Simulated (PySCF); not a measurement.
# A workflow on C2H4FN (SMILES C=NCF)

Wanted: a geometry optimisation (HF/pcseg-0), then vibrational wavenumbers, then a single-point energy (NEVPT2(4,4)/ANO-R1), then quasiparticle levels (G0W0@QTP17/pcseg-0) of C2H4FN. 

Program for the calculation: PySCF 2.14.0.

## Step 1: The molecule

The species is C2H4FN (8 atoms), meant as a singlet with charge 0. As SMILES, `C=NCF`. Geometry: a rough force-field guess. This is one conformer, not always the lowest. The run starts from this shape.

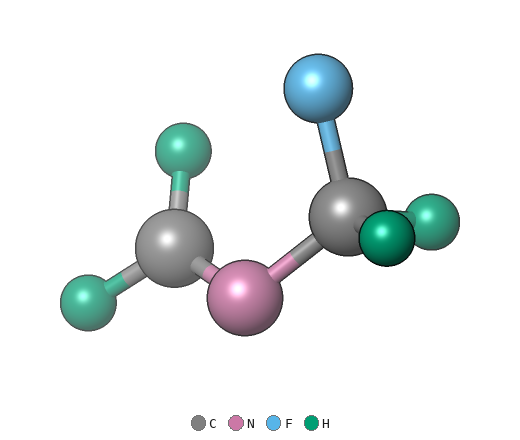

Viewed from a chosen angle; carbon grey, nitrogen pink, fluorine blue, hydrogen teal.

## Step 2: A structure relaxation at HF/pcseg-0 (sfX2C, density fitting with cc-pvdz-jkfit) (run 1)

The input, input.py:

```python
# C=NCF
from pyscf import gto, scf
from pyscf.geomopt.geometric_solver import kernel as optimise

molecule = gto.M(
    atom=[
    ('C', (-1.173300, 0.330200, -0.139000)),
    ('N', (-0.507500, -0.690900, -0.205900)),
    ('C', (0.880500, -0.446700, 0.033200)),
    ('F', (1.146600, 0.531600, 0.983200)),
    ('H', (-2.306300, 0.299400, -0.337100)),
    ('H', (-0.823300, 1.400200, 0.050600)),
    ('H', (1.456100, -0.138400, -0.863500)),
    ('H', (1.419300, -1.342600, 0.422600)),
],
    max_memory=1860,
    verbose=3,
    basis='pcseg-0',
)

calc0 = scf.RHF(molecule)
calc0 = calc0.x2c()
calc0 = calc0.density_fit(auxbasis='cc-pvdz-jkfit')
converged, mol_eq = optimise(calc0, maxsteps=100, convergence_set='GAU_TIGHT')
print('converged:', converged)
print(mol_eq.tostring())

calc0.reset(mol_eq)
molecule = mol_eq
calc0.kernel()
e_final = calc0.e_tot
print('E = %.10f Eh' % e_final)
```

Run with:

```bash
$ OMP_NUM_THREADS=1 python input.py
```

Log:

```text
convergence_set           GAU_TIGHT
[... 38 lines left out ...]
> Convergence Criteria:
[... 19 lines left out ...]
converged SCF energy = -231.343339106506
[... 41 lines left out ...]
converged SCF energy = -231.366111581099
[... 62 lines left out ...]
converged SCF energy = -231.36965263769
[... 62 lines left out ...]
converged SCF energy = -231.36982967002
[... 62 lines left out ...]
converged SCF energy = -231.369833517704
[... 53 lines left out ...]
Converged! =D
[... 1 line left out ...]
converged: True
C          -1.25698177        0.37911606       -0.11135274
N          -0.40410182       -0.49329614       -0.40922920
C           0.97233207       -0.44439359       -0.01484276
[... 4 lines of this table left out ...]
H           1.20149152       -1.30587085        0.59102939
converged SCF energy = -231.369833520194
E = -231.3698335202 Eh
```

Wall time 17 s (1 thread of Intel Xeon at 2.50GHz (Skylake/Cascade Lake), shared host); peak memory 0.15 GiB.

The path in brief:

| step | energy from the first frame kept (eV) | largest force (eV/Å) |
| --- | --- | --- |
| 0 | 0.0000 | 7.1520 |
| 1 | -0.5102 | 1.3735 |
| 2 | -0.6197 | 0.9555 |
| 3 | -0.6732 | 0.8331 |
| 4 | -0.7002 | 0.4737 |
| 5 | -0.7160 | 0.2041 |
| 6 | -0.7194 | 0.1594 |
| 7 | -0.7209 | 0.0355 |
| 8 | -0.7208 | 0.0511 |
| 9 | -0.7209 | 0.0103 |
| 10 | -0.7209 | 0.0029 |
| 11 | -0.7209 | 0.0013 |
| 12 | -0.7209 | 0.0006 |
| 13 | -0.7209 | 0.0002 |

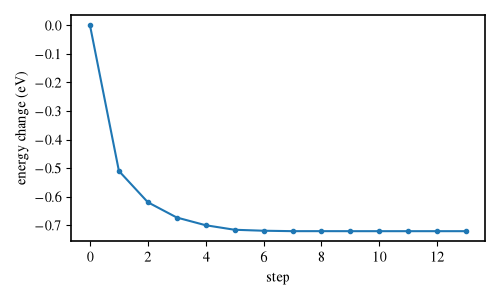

Energy along the run.

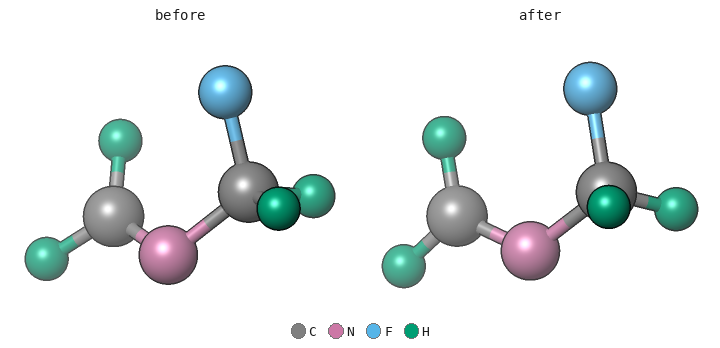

Before and after, at one scale.

After the run. Bond lengths: C1–N2 1.256 Å, N2–C3 1.433 Å, C3–F4 1.427 Å, C1–H5 1.076 Å, C1–H6 1.079 Å, C3–H7 1.078 Å, C3–H8 1.078 Å. Angles: C1–N2–C3 124.3°, N2–C3–F4 112.8°, N2–C1–H5 118.8°, N2–C1–H6 123.4°, N2–C3–H7 109.4°, N2–C3–H8 109.4°, F4–C3–H7 107.2°, F4–C3–H8 107.2°, H5–C1–H6 117.8°, H7–C3–H8 111.0°.

## Step 3: Vibrational wavenumbers at HF/pcseg-0 (sfX2C, density fitting with cc-pvdz-jkfit) (run 2)

The input, input.py:

```python
# C=NCF
from pyscf import gto, symm
from pyscf.hessian import thermo

mol = gto.M(
    atom=[
    ('C', (-1.499260, 0.287148, -0.225125)),
    ('N', (-0.646380, -0.585264, -0.523001)),
    ('C', (0.730054, -0.536362, -0.128615)),
    ('F', (1.040903, 0.619714, 0.648358)),
    ('H', (-2.510776, 0.161528, -0.568814)),
    ('H', (-1.272872, 1.163848, 0.361539)),
    ('H', (1.352996, -0.505706, -1.007693)),
    ('H', (0.959218, -1.397828, 0.477240)),
],
    basis='pcseg-0',
    verbose=3,
    charge=0,
    max_memory=1860,
)

mf = mol.RHF()
mf = mf.sfx2c1e()
mf = mf.density_fit(auxbasis='cc-pvdz-jkfit')
mf.kernel()

e_final = mf.e_tot
print('Final energy', e_final)
hess = mf.Hessian().kernel()
modes = thermo.harmonic_analysis(mol, hess)
thermo.dump_normal_mode(mol, modes)
symm.geom.TOLERANCE = 1e-3  # for the symmetry number
th = thermo.thermo(mf, modes['freq_au'], 800, 101325)
thermo.dump_thermo(mol, th)
```

Run with:

```bash
$ OMP_NUM_THREADS=1 python input.py
```

Log:

```text
converged SCF energy = -231.369833519747
Final energy -231.36983351974686
[... 86 lines left out ...]
Gibbs free energy [Eh] -231.39103
```

Wall time 22 s (1 thread of Intel Xeon at 2.50GHz (Skylake/Cascade Lake), shared host); peak memory 0.24 GiB.

## Step 4: The energy at NEVPT2(4,4)/ANO-R1 (density fitting with cc-pvqz-jkfit) (run 3)

The input, calc.py:

```python
import numpy
from pyscf import gto, scf, mp, mcscf, mrpt

system = gto.M(
    atom=[
    ('C', (-1.256982, 0.379116, -0.111353)),
    ('N', (-0.404102, -0.493296, -0.409229)),
    ('C', (0.972332, -0.444394, -0.014843)),
    ('F', (1.283181, 0.711682, 0.762130)),
    ('H', (-2.268498, 0.253496, -0.455042)),
    ('H', (-1.030594, 1.255816, 0.475311)),
    ('H', (1.595270, -0.413749, -0.893904)),
    ('H', (1.201492, -1.305871, 0.591029)),
],
    basis='ano-r1',
    charge=0,
    max_memory=1860,
    spin=0,
    verbose=4,
)

mf = system.RHF()
mf = mf.density_fit(auxbasis='cc-pvqz-jkfit')
mf.kernel()

pt = mp.MP2(scf.addons.convert_to_uhf(mf)).run()
noons, natorbs = mcscf.addons.make_natural_orbitals(pt)
print('natural occupations', numpy.round(noons[:40], 4))
cas = mcscf.CASSCF(mf, 4, 4)
cas.fix_spin_(ss=0.0)
cas.natorb = True
cas.kernel(natorbs)
e_pt2 = mrpt.NEVPT(cas).kernel()
e_final = cas.e_tot + e_pt2
print('E = %.10f Eh' % e_final)
mf.analyze()
```

Run with:

```bash
$ OMP_NUM_THREADS=1 python calc.py
```

Log:

```text
PySCF version 2.14.0

[... 65 lines left out ...]
converged SCF energy = -231.983418002431
[... 116 lines left out ...]
Two-electron Coulomb Energy =          231.230065257707111
[... 12 lines left out ...]
MO #10  energy= -0.700999490189781 occ= 2
[... 10 lines left out ...]
MO #21  energy= 0.196217474655234  occ= 0
[... 10 lines left out ...]
MO #32  energy= 0.782318395105347  occ= 0
[... 10 lines left out ...]
MO #43  energy= 1.33445345716788   occ= 0
[... 10 lines left out ...]
MO #54  energy= 1.96915452473722   occ= 0
[... 10 lines left out ...]
MO #65  energy= 2.62500360593683   occ= 0
[... 10 lines left out ...]
MO #76  energy= 3.96283652434239   occ= 0
[... 87 lines left out ...]
Dipole moment(X, Y, Z, Debye): -0.58699, -0.15899, -0.25131
```

It took 45 s on 1 thread of Intel Xeon at 2.50GHz (Skylake/Cascade Lake), shared host; peak memory 0.22 GiB.

## Step 5: Quasiparticle energies at G0W0@QTP17/pcseg-0 (density fitting with def2-universal-jkfit) (run 4)

The input, job.py:

```python
from pyscf import gto, dft, gw

molecule = gto.M(
    atom=[
    ('C', (-1.256982, 0.379116, -0.111353)),
    ('N', (-0.404102, -0.493296, -0.409229)),
    ('C', (0.972332, -0.444394, -0.014843)),
    ('F', (1.283181, 0.711682, 0.762130)),
    ('H', (-2.268498, 0.253496, -0.455042)),
    ('H', (-1.030594, 1.255816, 0.475311)),
    ('H', (1.595270, -0.413749, -0.893904)),
    ('H', (1.201492, -1.305871, 0.591029)),
],
    verbose=4,
    basis='pcseg-0',
    max_memory=1860,
    charge=0,
)

mf = dft.RKS(molecule, xc='qtp17')
mf = mf.density_fit(auxbasis='def2-universal-jkfit')
mf.kernel()

energy = mf.e_tot
print('Final energy', energy)

nocc = molecule.nelec[0]
orbs = list(range(max(0, nocc - 4), min(molecule.nao, nocc + 4)))
mygw = gw.GW(mf, freq_int='ac')
mygw.orbs = orbs
mygw.kernel()
print('orbital   mean field (eV)   quasiparticle (eV)')
for p in orbs:
    print('%4d %12.4f %12.4f' % (p + 1, mf.mo_energy[p] * 27.211386, mygw.mo_energy[p] * 27.211386))
```

Run with:

```bash
$ OMP_NUM_THREADS=1 python job.py
```

Log:

```text
PySCF version 2.14.0

[... 76 lines left out ...]
converged SCF energy = -231.657247817865
Final energy -231.6572478178652
[... 5 lines left out ...]
off-diagonal self-energy = False
[... 2 lines left out ...]
outcore for self-energy= False
[... 3 lines left out ...]
imaginary frequency cutoff = 5.0
[... 6 lines left out ...]
Starting get_sigma_diag main loop with 100 frequency points.
   0    1    2    3    4    5    6    7    8    9   10   11
  12   13   14   15   16   17   18   19   20   21   22   23
  24   25   26   27   28   29   30   31   32   33   34   35
  36   37   38   39   40   41   42   43   44   45   46   47
  48   49   50   51   52   53   54   55   56   57   58   59
  60   61   62   63   64   65   66   67   68   69   70   71
  72   73   74   75   76   77   78   79   80   81   82   83
  84   85   86   87   88   89   90   91   92   93   94   95
  96   97   98   99
Finished get_sigma_diag main loop.

WARN: GW QP energies may not be sorted from min to max

orbital   mean field (eV)   quasiparticle (eV)
  13     -13.5625     -13.5490
  14     -13.3398     -13.3866
  15     -11.0744     -11.5302
[... 4 lines of this table left out ...]
  20       5.3400       7.0942
```

Wall time 13 s (1 thread of Intel Xeon at 2.50GHz (Skylake/Cascade Lake), shared host); peak memory 0.26 GiB.

## Step 6: What came out

```
                                                                 quantity             value
                               run 1, HF/pcseg-0: total energy at the end     -231.36983 Eh
                                         run 1, HF/pcseg-0: dipole moment            0.46 D
                                           run 1, HF/pcseg-0: HOMO energy         -11.43 eV
                                           run 1, HF/pcseg-0: LUMO energy           4.04 eV
                                         run 1, HF/pcseg-0: HOMO–LUMO gap          15.47 eV
                            run 2, HF/pcseg-0: lowest harmonic wavenumber          252 cm⁻¹
                           run 2, HF/pcseg-0: highest harmonic wavenumber         3390 cm⁻¹
                                     run 2, HF/pcseg-0: zero-point energy      175.1 kJ/mol
run 2, HF/pcseg-0: ideal-gas entropy at 800 K (symmetry number 1 as used)  86.7 cal/(mol K)
                                  run 3, NEVPT2(4,4)/ANO-R1: total energy     -232.62486 Eh
          run 3, NEVPT2(4,4)/ANO-R1: dipole moment (Hartree–Fock density)            0.66 D
           run 3, NEVPT2(4,4)/ANO-R1: HOMO energy (Hartree–Fock orbitals)         -11.53 eV
           run 3, NEVPT2(4,4)/ANO-R1: LUMO energy (Hartree–Fock orbitals)           3.55 eV
         run 3, NEVPT2(4,4)/ANO-R1: HOMO–LUMO gap (Hartree–Fock orbitals)          15.08 eV
             run 4, G0W0@QTP17/pcseg-0: ground-state or mean-field energy     -231.65725 Eh
       run 4, G0W0@QTP17/pcseg-0: dipole moment (QTP17 Kohn–Sham density)            0.38 D
        run 4, G0W0@QTP17/pcseg-0: HOMO energy (QTP17 Kohn–Sham orbitals)          -9.81 eV
        run 4, G0W0@QTP17/pcseg-0: LUMO energy (QTP17 Kohn–Sham orbitals)           1.37 eV
      run 4, G0W0@QTP17/pcseg-0: HOMO–LUMO gap (QTP17 Kohn–Sham orbitals)          11.17 eV
                            run 4, G0W0@QTP17/pcseg-0: quasiparticle HOMO          -9.68 eV
                            run 4, G0W0@QTP17/pcseg-0: quasiparticle LUMO           3.40 eV
```

In words: The optimisation (run 1, HF/pcseg-0) took 13 steps and changed the energy by -0.721 eV. All 18 modes (run 2, HF/pcseg-0) are real, so the shape is a minimum at this level. Mulliken charges (run 3, NEVPT2(4,4)/ANO-R1) of the mean-field density run from -0.31 on F4 to +0.29 on C3. The basis (run 3, NEVPT2(4,4)/ANO-R1) was made for a relativistic Hamiltonian, but the run is non-relativistic. Mulliken charges (run 4, G0W0@QTP17/pcseg-0) of the mean-field density run from -0.66 on N2 to +0.27 on H7.
